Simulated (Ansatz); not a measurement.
The parent structure is SiC in the wurtzite structure (space group P6_3mc, No. 186; a = 3.092 Å, c = 5.074 Å). Axes: x lies along a and z along c of the hexagonal cell.

Now apply this change: compressive biaxial strain of 2.40 % in the plane normal to [001], as in epitaxy on a mismatched substrate; the out-of-plane cell vector and the atoms relax.

Computed with PBE (Ansatz, a quantum-chemistry and plane-wave program), without spin-orbit coupling.

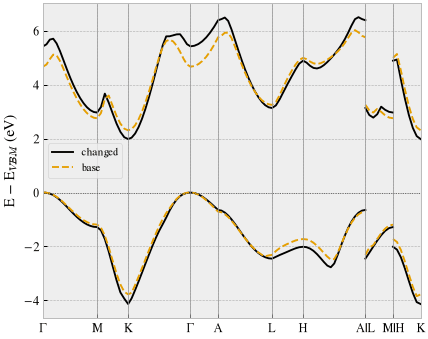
Highest valence and lowest conduction band along the path, each from its own valence-band maximum

### Question
From the figure, how large is the changed gap, and is it direct?

### Answer
About 2.0 eV, indirect, Γ → K.

No phonon test of stability was made.
